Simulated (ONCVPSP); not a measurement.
Pr: pseudopotential generation (part 2 of 2)

The same run, continued: praseodymium (Pr, Z = 59), core [Kr] 4d10, reference valence 4f3 5s2 5p6 6s1 (an ion of charge +1), valence charge 13. Method: ONCV potential, PBEsol, fully relativistic, made with ONCVPSP 4.0.1.

Output (extracts), continued:
```
   n   l kap    f        eae           eps        diff
   1   0  -1  2.0000-1535.78566812
   2   0  -1  2.0000 -247.91385860
   2   1  -2  4.0000 -216.67076295
   2   1   1  2.0000 -234.37929636
   3   0  -1  2.0000  -54.38265301
   3   1  -2  4.0000  -45.11968728
   3   1   1  2.0000  -48.62688347
   3   2  -3  6.0000  -34.31468986
   3   2   2  4.0000  -35.07064666
   4   0  -1  2.0000  -11.69938190
   4   1  -2  4.0000   -8.78215810
   4   1   1  2.0000   -9.54346809
   4   2  -3  6.0000   -5.10418646
   4   2   2  4.0000   -5.23857262
   4   3  -4  1.1429   -1.08948311   -1.06298713    2.65E-02
   4   3   3  0.8571   -1.10422485   -1.07726791    2.70E-02
   5   0  -1  2.0000   -2.40929993   -2.41532306   -6.02E-03
   5   1  -2  4.0000   -1.69267364   -1.69424722   -1.57E-03
   5   1   1  2.0000   -1.80855483   -1.81084638   -2.29E-03
   6   0  -1  0.0000   -0.76565833   -0.76565833    0.00E+00

    Total energies and differences
      AE_ref= -9.23895946E+03  AE_tst= -9.23777994E+03  dif=  1.18E+00
      PS_ref= -4.72949201E+01  PS_tst= -4.61260022E+01  dif=  1.17E+00
      PSP excitation error=  1.06E-02

Test configuration 4

   n   l kap    f        eae           eps        diff
   1   0  -1  2.0000-1534.84234726
   2   0  -1  2.0000 -246.94506745
   2   1  -2  4.0000 -215.70493154
   2   1   1  2.0000 -233.41532127
   3   0  -1  2.0000  -53.38465041
   3   1  -2  4.0000  -44.12212931
   3   1   1  2.0000  -47.63025866
   3   2  -3  6.0000  -33.31955058
   3   2   2  4.0000  -34.07593074
   4   0  -1  2.0000  -10.72222630
   4   1  -2  4.0000   -7.81255078
   4   1   1  2.0000   -8.56956886
   4   2  -3  6.0000   -4.14532528
   4   2   2  4.0000   -4.27812648
   4   3  -4  1.7143   -0.18982517   -0.19082345   -9.98E-04
   4   3   3  1.2857   -0.20230357   -0.20331537   -1.01E-03
   5   0  -1  2.0000   -1.58071180   -1.58228197   -1.57E-03
   5   1  -2  4.0000   -0.90980510   -0.91002473   -2.20E-04
   5   1   1  2.0000   -1.01143210   -1.01193534   -5.03E-04
   6   0  -1  0.0000   -0.26304306   -0.47858527   -2.16E-01
   5   2  -3  0.6000   -0.22182366   -0.22210217   -2.79E-04
   5   2   2  0.4000   -0.22844769   -0.22800256    4.45E-04

    Total energies and differences
      AE_ref= -9.23895946E+03  AE_tst= -9.23892673E+03  dif=  3.27E-02
      PS_ref= -4.72949201E+01  PS_tst= -4.72622241E+01  dif=  3.27E-02
      PSP excitation error=  3.38E-05
```

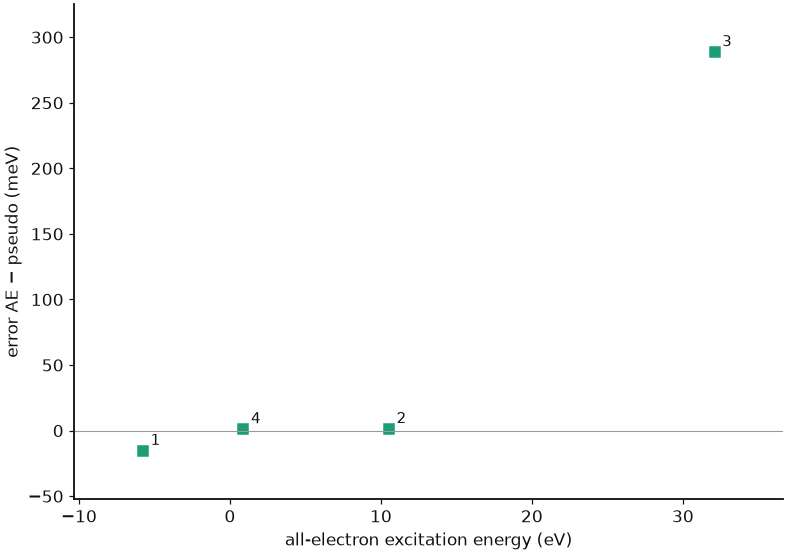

Errors, all-electron minus pseudo, of the energies of valence configurations relative to the unpolarised reference 4f3 5s2 5p6 6s1. Points: 1 = 4f3 5s2 5p6 6s2; 2 = 4f3 5s2 5p6 6s0; 3 = 4f2 5s2 5p6 6s0; 4 = 4f3 5s2 5p6 5d1 6s0.

- Worst configuration: 4f2 5s2 5p6 6s0 (charge +3): the error is +288 meV on an all-electron energy of +32.10 eV relative to the reference, or 0.9 %.
- Errors in meV: 4f3 5s2 5p6 6s2: -16; 4f3 5s2 5p6 6s0: +1.1; 4f2 5s2 5p6 6s0: +288; 4f3 5s2 5p6 5d1 6s0: +0.9.
- Configurations within 10 meV and within 50 meV: 2 and 3 of 4.

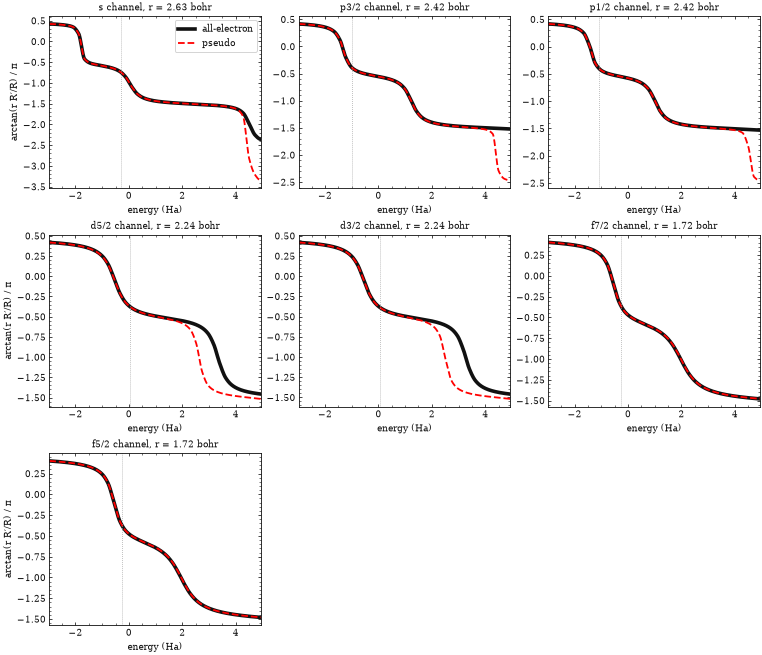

Unwrapped phase arctan(r R′/R) in units of π against energy, all-electron (solid) and pseudo (dashed); the pseudo phase is matched to the all-electron one at the reference energy. Here R(r) is the radial function. A near-vertical step is a level narrower than the spacing of the points behind the curves. The dotted line marks the reference energy of the channel.

- Ghost states: Going away from the reference energies, the phases part by more than π/2 in: s at about 4.4 Ha (above its reference energy, pseudo phase lower, at the flagged ghost); p3/2 at about 4.4 Ha (above its reference energy, pseudo phase lower); p1/2 at about 4.6 Ha (above its reference energy, pseudo phase lower); d5/2 at about 2.7 Ha (above its reference energy, pseudo phase lower); d3/2 at about 2.6 Ha (above its reference energy, pseudo phase lower). Such a step is either a state that only one of the two atoms has or an ordinary level shifted in energy. The separate test gives: no bound ghost flagged; GHOST(+) flagged for s at 119.5 eV.
- Range over which the phases agree within 0.05 rad: s: up to about 4.1 Ha; p3/2: up to about 3.7 Ha; p1/2: up to about 3.8 Ha; d5/2: up to about 1.7 Ha; d3/2: up to about 1.5 Ha; f7/2: over the whole range drawn; f5/2: over the whole range drawn.

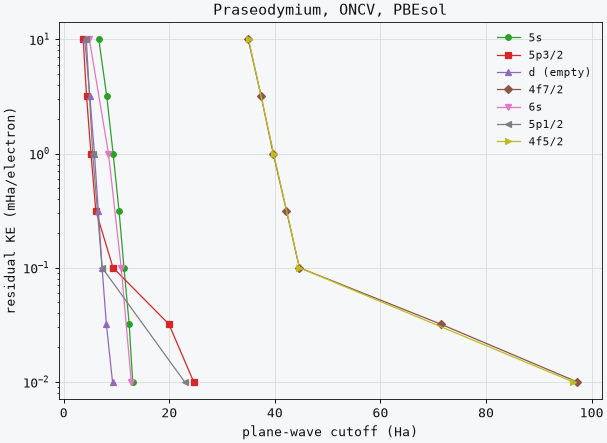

Residual kinetic energy of the pseudo-waves (the first of each channel, and further valence shells) beyond the plane-wave cutoff, as the generator prints it.

- Cutoffs for 1 mHa per electron: 4f5/2: 40 Ha; 4f7/2: 40 Ha; 5s: 9.3 Ha; 6s: 8.5 Ha; d (empty): 5.8 Ha; 5p1/2: 5.5 Ha; 5p3/2: 5.1 Ha.
- Cutoffs for the occupied states: 40 Ha for 1 mHa and 45 Ha for 0.1 mHa per electron. The first is set by 4f5/2.

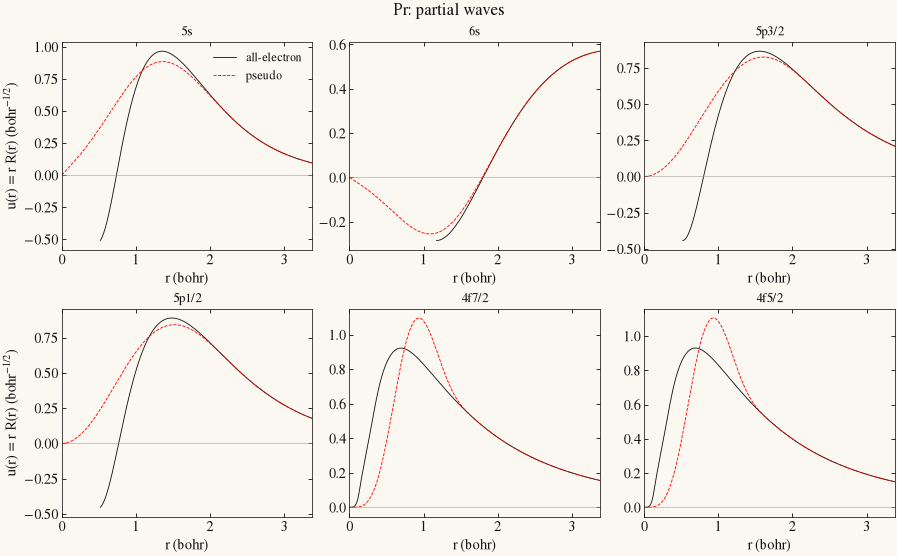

All-electron valence functions (solid) with their pseudo partners (dashed). The innermost oscillations of some all-electron curves aren't drawn. Reference configuration 4f3 5s2 5p6 6s1.

- Matching radii: 5s at 2.60 bohr; 6s at 2.60 bohr; 5p3/2 at 2.38 bohr; 5p1/2 at 2.38 bohr; 4f7/2 at 1.70 bohr; 4f5/2 at 1.70 bohr. The curves merge smoothly, so the plot gives these only roughly.
- Nodes of the pseudo-waves: 5s has no node; 6s has a node at about 1.8 bohr; 5p3/2 has no node; 5p1/2 has no node; 4f7/2 has no node; 4f5/2 has no node. A node in 6s is expected, since a lower shell of the same l is also in the valence and the two must stay orthogonal.

Key numbers:

- outcome: generated
- cutoffs needed: 40 Ha and 45 Ha (the cutoffs at which the residual kinetic energy of the hardest occupied pseudo-wave falls to 1 and 0.1 mHa per electron)
- ghost test: no bound ghost flagged; GHOST(+) flagged for s at 119.5 eV
- largest excitation error: +288 meV (all-electron minus pseudo) for 4f2 5s2 5p6 6s0, out of 4 test configurations
- rms error of d²Exc/dni dnj: 10.84 mHa without and 3.86 mHa with the model core
- range over which the phases arctan(r R′/R) at the test radius agree within 0.05 rad (a looser test near the poles than one of phase shifts): s: up to about 4.1 Ha; p3/2: up to about 3.7 Ha; p1/2: up to about 3.8 Ha; d5/2: up to about 1.7 Ha; d3/2: up to about 1.5 Ha; f7/2: over the whole range computed; f5/2: over the whole range computed
- wall time: 11 s

Remarks:

The scattering phases part by more than π/2 and stay apart in p3/2 from about 4.4 Ha: a level there is either far displaced or one that only the pseudo-atom has. Warnings of the program, in the generation or the tests: wellstate: moderately localized bound state found for n= 5 l= 2; wellstate: negative energy specified for n= 6 l= 1.
